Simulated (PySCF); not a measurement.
**Li₂Cl⁺: one geometry, many levels of theory**

How much do the numbers for Li₂Cl⁺ (singlet) hang on the method? All levels run at one geometry, the PBE0 minimum.

Program: PySCF 2.14.0. Level of theory: several methods, basis Cl def2-TZVP, Li def2-TZVP, no relativity, density fitting. These are calculated values, not measurements.

### 1 Starting geometry

3 atoms, charge 1, spin multiplicity 1.

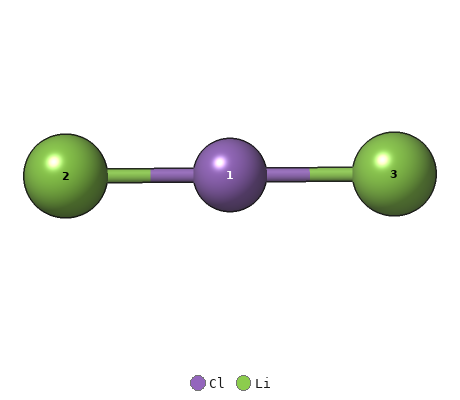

Start geometry, drawn with chlorine purple, lithium green; atoms are numbered from 1 in the order of the file.

```xyz
3
charge 1 multiplicity 1
Cl    0.0000    0.0000    0.0000
Li    0.0000    0.0000    2.1315
Li    0.0000    0.0000   -2.1315
```

### 2 PBE0

The steps are one call of a driver around PySCF; scf.py gives each level's set-up. Each SCF starts from the density of the minimum. The driver also runs the species with one electron less or more at the same geometry (one less: multiplicity 2, one more: multiplicity 2); their logs are not shown.

scf.py

```python
from pyscf import gto, scf, dft
mol = gto.M(atom='''
Cl    -0.000000     0.000000     0.000000
Li    -0.000000     0.000000     2.131495
Li     0.000000    -0.000000    -2.131495''',
    basis={'Cl': 'def2-TZVP', 'Li': 'def2-TZVP'},
    charge=1, spin=0)
mf = dft.RKS(mol, xc='PBE0')
mf.grids.atom_grid = (99, 590)
aux = {'Cl': 'def2-universal-JKFIT', 'Li': 'def2-universal-JKFIT'}
mf = mf.density_fit(auxbasis=aux)
mf.kernel()
```

Standard output:

```text
init E= -474.980090567765
  HOMO = -0.472352058704667  LUMO = -0.175581119583136  gap/eV = 8.07555
cycle= 1 E= -474.980090567792  delta_E= -2.76e-11  |g|= 1.19e-05  |ddm|= 2.03e-05
  HOMO = -0.472347701774528  LUMO = -0.175580722622227  gap/eV = 8.07544
Extra cycle  E= -474.980090567798  delta_E= -5.12e-12  |g|= 1.03e-05  |ddm|= 1.66e-05
converged SCF energy = -474.980090567798
```

This level, with the species of one electron less or more, ran for 1.2 s (4 threads, shared host).

```
energy                        : -474.980091 Eh
one electron less (charge +2) : -474.398673 Eh (doublet, ⟨S²⟩ 0.75)
one electron more (charge +0) : -475.128113 Eh (doublet, ⟨S²⟩ 0.75)
Mulliken charge of Cl1        : -0.76 e
```

### 3 CCSD(T)

Changes to scf.py since step 2:

```diff
@@ -8,2 +8 @@
-mf = dft.RKS(mol, xc='PBE0')
-mf.grids.atom_grid = (99, 590)
+mf = scf.RHF(mol)
@@ -12,0 +12,3 @@
+from pyscf import cc
+mycc = cc.CCSD(mf, frozen=5).run()
+mycc.ccsd_t()
```

Standard output:

```text
init E= -474.351165950249
  HOMO = -0.589971139495545  LUMO = -0.12497193166759  gap/eV = 12.65327
cycle= 1 E= -474.357690328923  delta_E= -0.00652  |g|= 0.029  |ddm|= 0.116
  HOMO = -0.593533702720669  LUMO = -0.125180913511211  gap/eV = 12.74453
cycle= 2 E= -474.357797252331  delta_E= -0.000107  |g|= 0.00463  |ddm|= 0.0175
  HOMO = -0.59123478285722  LUMO = -0.125156433968546  gap/eV = 12.68264
cycle= 3 E= -474.357802313693  delta_E= -5.06e-06  |g|= 0.00141  |ddm|= 0.00728
  HOMO = -0.591680011949444  LUMO = -0.125170020561107  gap/eV = 12.69438
cycle= 4 E= -474.357802709668  delta_E= -3.96e-07  |g|= 0.000239  |ddm|= 0.00093
  HOMO = -0.591628486262557  LUMO = -0.125170063489439  gap/eV = 12.69298
cycle= 5 E= -474.357802737631  delta_E= -2.8e-08  |g|= 4.11e-05  |ddm|= 0.000516
  HOMO = -0.591609626135428  LUMO = -0.125169566151598  gap/eV = 12.69248
cycle= 6 E= -474.357802738567  delta_E= -9.36e-10  |g|= 8.17e-06  |ddm|= 8.74e-05
  HOMO = -0.591611748639521  LUMO = -0.125169593772158  gap/eV = 12.69254
Extra cycle  E= -474.357802738606  delta_E= -3.9e-11  |g|= 3.05e-06  |ddm|= 1.17e-05
converged SCF energy = -474.357802738606
CCSD nocc = 6, nmo = 60
Init t2, MP2 energy = -474.611776668764  E_corr(MP2) -0.253973930157725
RCCSD converged
E(RCCSD) = -474.6389724687839  E_corr = -0.2811697301777511
RCCSD(T) correction = -0.00782230648551293
```

This level, with the species of one electron less or more, took 16 s.

| Item | Value |
| --- | --- |
| energy | -474.646795 Eh |
| one electron less (charge +2) | -474.073021 Eh (doublet, ⟨S²⟩ 0.76) |
| one electron more (charge +0) | -474.780411 Eh (doublet, ⟨S²⟩ 0.75) |
| MP2 correlation in its own fitting basis (same spin, opposite spin) | -0.25780 Eh (-0.05037, -0.20743) |
| CCSD, (T) | -0.28117, -0.00782 Eh; T1 0.003, D1 0.005 |

### 4 HF

Changes to scf.py since step 3:

```diff
@@ -12,3 +11,0 @@
-from pyscf import cc
-mycc = cc.CCSD(mf, frozen=5).run()
-mycc.ccsd_t()
```

The SCF cycles repeat those of step 3.

This level, with the species of one electron less or more, took under 0.5 s.

- energy: -474.357803 Eh
- one electron less (charge +2): -473.821318 Eh (doublet, ⟨S²⟩ 0.76)
- one electron more (charge +0): -474.483367 Eh (doublet, ⟨S²⟩ 0.75)
- Mulliken charge of Cl1: -0.81 e

### 5 PBE

Changes to scf.py since step 4:

```diff
@@ -8 +8,2 @@
-mf = scf.RHF(mol)
+mf = dft.RKS(mol, xc='PBE')
+mf.grids.atom_grid = (99, 590)
```

Standard output:

```text
init E= -474.930400359604
  HOMO = -0.417909642033868  LUMO = -0.194758218365222  gap/eV = 6.07226
cycle= 1 E= -474.931517287859  delta_E= -0.00112  |g|= 0.0134  |ddm|= 0.0703
  HOMO = -0.42465694695968  LUMO = -0.197092224261006  gap/eV = 6.19235
cycle= 2 E= -474.931499621779  delta_E= 1.77e-05  |g|= 0.0156  |ddm|= 0.0228
  HOMO = -0.421844029237539  LUMO = -0.196743885747196  gap/eV = 6.12529
cycle= 3 E= -474.931550188564  delta_E= -5.06e-05  |g|= 0.000945  |ddm|= 0.0136
  HOMO = -0.421930295595187  LUMO = -0.196727590481161  gap/eV = 6.12808
cycle= 4 E= -474.931550354351  delta_E= -1.66e-07  |g|= 3.66e-05  |ddm|= 0.000743
  HOMO = -0.421923208368859  LUMO = -0.196726353486995  gap/eV = 6.12792
cycle= 5 E= -474.93155035453  delta_E= -1.79e-10  |g|= 2.21e-06  |ddm|= 2.24e-05
  HOMO = -0.42192447290015  LUMO = -0.196726661268803  gap/eV = 6.12794
Extra cycle  E= -474.931550354531  delta_E= -6.82e-13  |g|= 3.18e-06  |ddm|= 5.03e-06
converged SCF energy = -474.931550354531
```

This level, with the species of one electron less or more, took 2.2 s.

* energy: -474.931550 Eh
* one electron less (charge +2): -474.348501 Eh (doublet, ⟨S²⟩ 0.75)
* one electron more (charge +0): -475.085592 Eh (doublet, ⟨S²⟩ 0.75)
* Mulliken charge of Cl1: -0.72 e

### 6 r2SCAN

Changes to scf.py since step 5:

```diff
@@ -8 +8 @@
-mf = dft.RKS(mol, xc='PBE')
+mf = dft.RKS(mol, xc='R2SCAN')
```

Standard output:

```text
init E= -475.132745344814
  HOMO = -0.432788269555628  LUMO = -0.161615027049603  gap/eV = 7.37900
cycle= 1 E= -475.133200181409  delta_E= -0.000455  |g|= 0.00763  |ddm|= 0.0479
  HOMO = -0.431895523228234  LUMO = -0.160457063007828  gap/eV = 7.38622
cycle= 2 E= -475.133202835179  delta_E= -2.65e-06  |g|= 0.00191  |ddm|= 0.00347
  HOMO = -0.432061585510909  LUMO = -0.160450873001376  gap/eV = 7.39090
cycle= 3 E= -475.133202977603  delta_E= -1.42e-07  |g|= 0.000488  |ddm|= 0.00091
  HOMO = -0.431947834606389  LUMO = -0.160427552813245  gap/eV = 7.38844
cycle= 4 E= -475.13320301362  delta_E= -3.6e-08  |g|= 0.000148  |ddm|= 0.000522
  HOMO = -0.43198381438555  LUMO = -0.16043046862706  gap/eV = 7.38934
cycle= 5 E= -475.133203018872  delta_E= -5.25e-09  |g|= 7.97e-06  |ddm|= 0.000143
  HOMO = -0.431981981557269  LUMO = -0.160429739373017  gap/eV = 7.38931
cycle= 6 E= -475.133203018888  delta_E= -1.57e-11  |g|= 1.33e-07  |ddm|= 8.01e-06
  HOMO = -0.431981969366948  LUMO = -0.160429705982927  gap/eV = 7.38931
Extra cycle  E= -475.133203018889  delta_E= -9.66e-13  |g|= 2.91e-08  |ddm|= 1.72e-07
converged SCF energy = -475.133203018889
```

This level, with the species of one electron less or more, ran for 3.8 s (4 threads, shared host).

```
energy                        : -475.133203 Eh
one electron less (charge +2) : -474.551604 Eh (doublet, ⟨S²⟩ 0.76)
one electron more (charge +0) : -475.278975 Eh (doublet, ⟨S²⟩ 0.75)
Mulliken charge of Cl1        : -0.78 e
```

### 7 B3LYP

Changes to scf.py since step 6:

```diff
@@ -8 +8 @@
-mf = dft.RKS(mol, xc='R2SCAN')
+mf = dft.RKS(mol, xc='B3LYP')
```

Standard output:

```text
init E= -475.199463294369
  HOMO = -0.460499204147799  LUMO = -0.189376693088638  gap/eV = 7.37762
cycle= 1 E= -475.200180212173  delta_E= -0.000717  |g|= 0.00702  |ddm|= 0.0722
  HOMO = -0.462564010092836  LUMO = -0.190136811649565  gap/eV = 7.41312
cycle= 2 E= -475.200181760882  delta_E= -1.55e-06  |g|= 0.0031  |ddm|= 0.00279
  HOMO = -0.462984693866704  LUMO = -0.190183286257522  gap/eV = 7.42330
cycle= 3 E= -475.200182401178  delta_E= -6.4e-07  |g|= 0.000755  |ddm|= 0.00218
  HOMO = -0.462782318902578  LUMO = -0.190172865052106  gap/eV = 7.41808
cycle= 4 E= -475.200182532024  delta_E= -1.31e-07  |g|= 0.000147  |ddm|= 0.000807
  HOMO = -0.462815511623132  LUMO = -0.190177642605883  gap/eV = 7.41885
cycle= 5 E= -475.200182537291  delta_E= -5.27e-09  |g|= 2.26e-06  |ddm|= 0.000139
  HOMO = -0.462816270883583  LUMO = -0.190177930714735  gap/eV = 7.41887
cycle= 6 E= -475.200182537292  delta_E= -1.25e-12  |g|= 2.91e-07  |ddm|= 2.2e-06
  HOMO = -0.462816421586768  LUMO = -0.190177984565919  gap/eV = 7.41887
Extra cycle  E= -475.200182537291  delta_E= 1.02e-12  |g|= 2.93e-07  |ddm|= 5.76e-07
converged SCF energy = -475.200182537291
```

This level, with the species of one electron less or more, took 2.2 s.

* energy: -475.200183 Eh
* one electron less (charge +2): -474.615894 Eh (doublet, ⟨S²⟩ 0.75)
* one electron more (charge +0): -475.352101 Eh (doublet, ⟨S²⟩ 0.75)
* Mulliken charge of Cl1: -0.73 e

### 8 TPSSh

Changes to scf.py since step 7:

```diff
@@ -8 +8 @@
-mf = dft.RKS(mol, xc='B3LYP')
+mf = dft.RKS(mol, xc='TPSSH')
```

Standard output:

```text
init E= -475.192349408265
  HOMO = -0.444914766661657  LUMO = -0.184168582357148  gap/eV = 7.09527
cycle= 1 E= -475.192822110322  delta_E= -0.000473  |g|= 0.00833  |ddm|= 0.0471
  HOMO = -0.444648318207229  LUMO = -0.183986049163353  gap/eV = 7.09298
cycle= 2 E= -475.19282631394  delta_E= -4.2e-06  |g|= 0.00118  |ddm|= 0.00327
  HOMO = -0.444881823762236  LUMO = -0.184058348975183  gap/eV = 7.09737
cycle= 3 E= -475.192826448875  delta_E= -1.35e-07  |g|= 0.000367  |ddm|= 0.000912
  HOMO = -0.44478925280055  LUMO = -0.184048477337266  gap/eV = 7.09512
cycle= 4 E= -475.192826478692  delta_E= -2.98e-08  |g|= 8.65e-05  |ddm|= 0.000385
  HOMO = -0.444800955724062  LUMO = -0.184049284526154  gap/eV = 7.09541
cycle= 5 E= -475.192826479729  delta_E= -1.04e-09  |g|= 6.25e-06  |ddm|= 5.08e-05
  HOMO = -0.444802560667425  LUMO = -0.1840494306443  gap/eV = 7.09545
cycle= 6 E= -475.192826479738  delta_E= -8.87e-12  |g|= 5.44e-08  |ddm|= 5.93e-06
  HOMO = -0.44480256176096  LUMO = -0.184049431172913  gap/eV = 7.09545
Extra cycle  E= -475.192826479742  delta_E= -3.75e-12  |g|= 1.13e-08  |ddm|= 7.3e-08
converged SCF energy = -475.192826479742
```

This level, with the species of one electron less or more, took 3.8 s.

- energy: -475.192826 Eh
- one electron less (charge +2): -474.612052 Eh (doublet, ⟨S²⟩ 0.75)
- one electron more (charge +0): -475.339850 Eh (doublet, ⟨S²⟩ 0.75)
- Mulliken charge of Cl1: -0.76 e

### 9 LDA

Changes to scf.py since step 8:

```diff
@@ -8 +8 @@
-mf = dft.RKS(mol, xc='TPSSH')
+mf = dft.RKS(mol, xc='LDA,VWN')
```

Standard output:

```text
init E= -473.404269189691
  HOMO = -0.420403310182777  LUMO = -0.189517175246692  gap/eV = 6.28273
cycle= 1 E= -473.409619656704  delta_E= -0.00535  |g|= 0.0546  |ddm|= 0.13
  HOMO = -0.432421815833166  LUMO = -0.193298816614569  gap/eV = 6.50687
cycle= 2 E= -473.409655793107  delta_E= -3.61e-05  |g|= 0.0363  |ddm|= 0.0464
  HOMO = -0.425353595420802  LUMO = -0.192139568407537  gap/eV = 6.34608
cycle= 3 E= -473.40982304711  delta_E= -0.000167  |g|= 0.0132  |ddm|= 0.0365
  HOMO = -0.42750986173884  LUMO = -0.192335846452324  gap/eV = 6.39941
cycle= 4 E= -473.409860574451  delta_E= -3.75e-05  |g|= 0.000459  |ddm|= 0.0115
  HOMO = -0.427387072534414  LUMO = -0.192308545288657  gap/eV = 6.39681
cycle= 5 E= -473.409860636871  delta_E= -6.24e-08  |g|= 2.59e-05  |ddm|= 0.000473
  HOMO = -0.427389174619387  LUMO = -0.192307965895712  gap/eV = 6.39689
cycle= 6 E= -473.409860637008  delta_E= -1.37e-10  |g|= 4.19e-07  |ddm|= 2.22e-05
  HOMO = -0.427389337428486  LUMO = -0.192307922632494  gap/eV = 6.39689
Extra cycle  E= -473.409860637006  delta_E= 1.59e-12  |g|= 5.47e-07  |ddm|= 8.09e-07
converged SCF energy = -473.409860637006
```

This level, with the species of one electron less or more, took 5.9 s.

```
energy                        : -473.409861 Eh
one electron less (charge +2) : -472.815735 Eh (doublet, ⟨S²⟩ 0.75)
one electron more (charge +0) : -473.562862 Eh (doublet, ⟨S²⟩ 0.75)
Mulliken charge of Cl1        : -0.72 e
```

### 10 M06-L

Changes to scf.py since step 9:

```diff
@@ -8 +8 @@
-mf = dft.RKS(mol, xc='LDA,VWN')
+mf = dft.RKS(mol, xc='M06L')
```

Standard output:

```text
init E= -475.189240067804
  HOMO = -0.434554814953111  LUMO = -0.189930512882642  gap/eV = 6.65657
cycle= 1 E= -475.192553621128  delta_E= -0.00331  |g|= 0.0238  |ddm|= 0.136
  HOMO = -0.424778629052934  LUMO = -0.190930937787807  gap/eV = 6.36332
cycle= 2 E= -475.192574452387  delta_E= -2.08e-05  |g|= 0.0168  |ddm|= 0.0311
  HOMO = -0.428939697262423  LUMO = -0.191289631687198  gap/eV = 6.46679
cycle= 3 E= -475.192627735404  delta_E= -5.33e-05  |g|= 0.00335  |ddm|= 0.0171
  HOMO = -0.428264788104858  LUMO = -0.191386715695582  gap/eV = 6.44578
cycle= 4 E= -475.192630166711  delta_E= -2.43e-06  |g|= 0.000233  |ddm|= 0.00343
  HOMO = -0.428311149770124  LUMO = -0.191376576419292  gap/eV = 6.44732
cycle= 5 E= -475.19263017741  delta_E= -1.07e-08  |g|= 2.82e-05  |ddm|= 0.000226
  HOMO = -0.428303451005243  LUMO = -0.191377749006821  gap/eV = 6.44708
cycle= 6 E= -475.192630177632  delta_E= -2.22e-10  |g|= 2.48e-06  |ddm|= 3.21e-05
  HOMO = -0.428304741708133  LUMO = -0.191378450813838  gap/eV = 6.44709
Extra cycle  E= -475.192630177633  delta_E= -9.09e-13  |g|= 2.32e-06  |ddm|= 4.51e-06
converged SCF energy = -475.192630177633
```

This level, with the species of one electron less or more, ran for 4.7 s (4 threads, shared host).

```
energy                        : -475.192630 Eh
one electron less (charge +2) : -474.610853 Eh (doublet, ⟨S²⟩ 0.75)
one electron more (charge +0) : -475.318116 Eh (doublet, ⟨S²⟩ 0.75)
Mulliken charge of Cl1        : -0.84 e
```

### 11 The ladder

| level | vertical ionisation energy (eV) | vertical electron affinity (eV) | −ε(HOMO) (eV) | gap (eV) | wall time |
| --- | --- | --- | --- | --- | --- |
| PBE0 | 15.82 | 4.03 | 12.85 | 8.08 | 1.2 s |
| CCSD(T) | 15.61 | 3.64 | – | – | 16 s |
| HF | 14.60 | 3.42 | 16.10 | 12.69 | under 0.5 s |
| PBE | 15.87 | 4.19 | 11.48 | 6.13 | 2.2 s |
| r2SCAN | 15.83 | 3.97 | 11.75 | 7.39 | 3.8 s |
| B3LYP | 15.90 | 4.13 | 12.59 | 7.42 | 2.2 s |
| TPSSh | 15.80 | 4.00 | 12.10 | 7.10 | 3.8 s |
| LDA | 16.17 | 4.16 | 11.63 | 6.40 | 5.9 s |
| M06-L | 15.83 | 3.41 | 11.65 | 6.45 | 4.7 s |

Times are for 4 threads, shared host; PBE0 starts from its own converged density, so its time is not comparable. A dash stands where a species or a free atom was not run at that level, or the quantity is not defined.

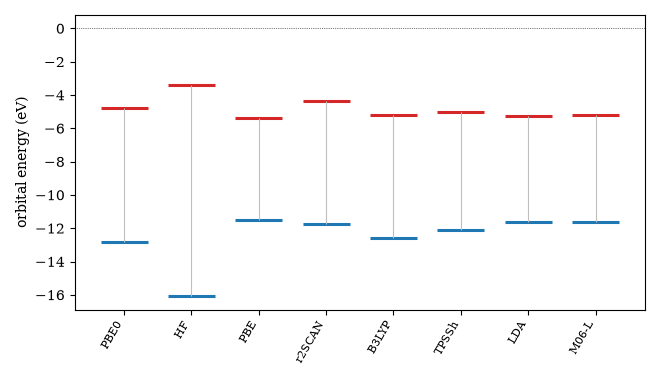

Highest occupied (blue) and lowest empty (red) levels by method.

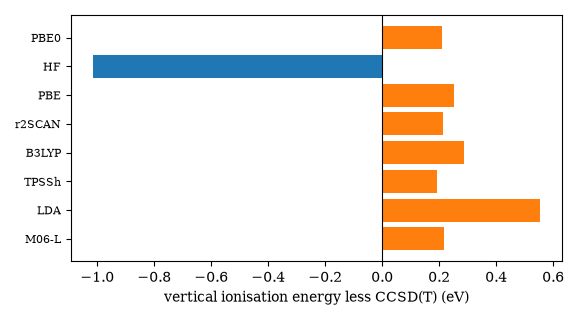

Deviation of the vertical ionisation energy from CCSD(T).

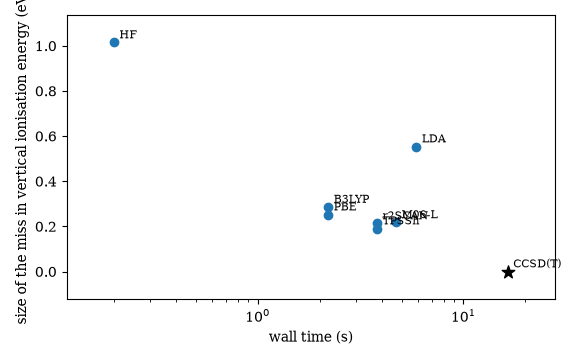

Cost against accuracy: time of each level and its distance from CCSD(T) in the vertical ionisation energy.

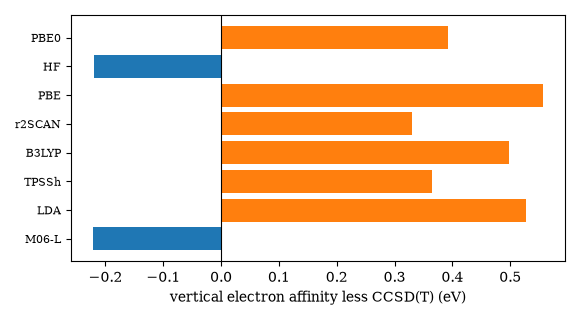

Deviation of the vertical electron affinity from CCSD(T).

### 12 Results

| quantity | value |
| --- | --- |
| vertical ionisation energy, CCSD(T) | 15.61 eV |
| vertical electron affinity, CCSD(T) | 3.64 eV |
| orbital gap, range | 6.13 (PBE) to 12.69 (HF) eV |
| T1, D1 | 0.003, 0.005 |
| T1, D1 of the species with one electron less | 0.006, 0.024 |
| T1, D1 of the species with one electron more | 0.010, 0.046 |

Against CCSD(T), the vertical ionisation energy is best met by TPSSh (+0.19 eV) and worst by HF (-1.01 eV). CCSD(T) took 16 s, about 4 times as long as TPSSh (3.8 s), which misses it by 0.19 eV. Against CCSD(T), the vertical electron affinity is best met by HF (-0.22 eV) and worst by PBE (+0.56 eV). The PBE orbital energy is a poor guide to ionisation (11.5 eV, 4.1 eV too small); the difference of PBE energies gives 15.9 eV.
